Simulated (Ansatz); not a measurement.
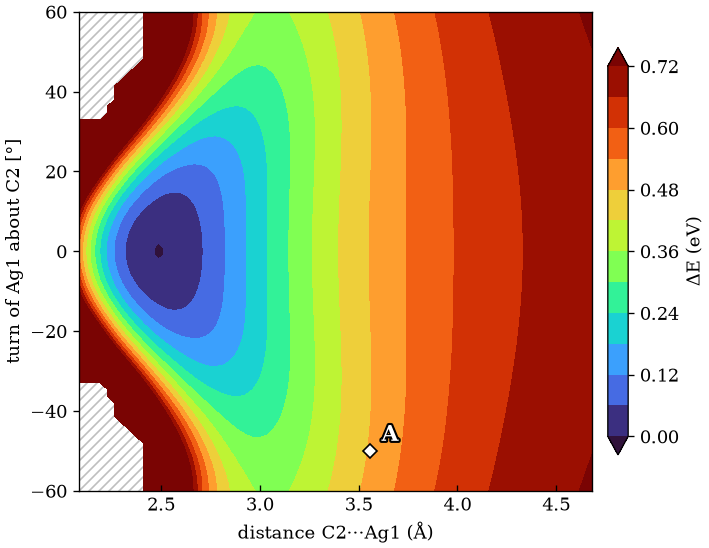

CH4Ag, charge +1. The turn is about an axis along (−0.29, −0.96, 0.05) in the frame of the relaxed pair, normal to the line between the partners. First axis: distance C2···Ag1. Second axis: turn of Ag1 about C2. Grid: 13 × 13 points; 142 points were computed and 11 follow by symmetry. At 16 points there is no value (left out of the scan, as a rule where atoms come close). Energies are in eV, from the lowest grid point. Computed with Ansatz 0.2.0, RKS PBE0-D4/def2-TZVPD.

Drawn: filled contours, one colour for all values above the top of the scale, hatched blanks where no value was computed, the point A. Between grid points the surface is interpolated.

Q: Which way does the force act at A, and how strong is it?

A: A, at distance C2···Ag1 = 3.557 Å, turn of Ag1 about C2 = −50°, is not a stationary point. The computed force is 0.37 eV for each Å towards smaller values of distance C2···Ag1 and 0.00097 eV for each degree towards larger values of turn of Ag1 about C2.
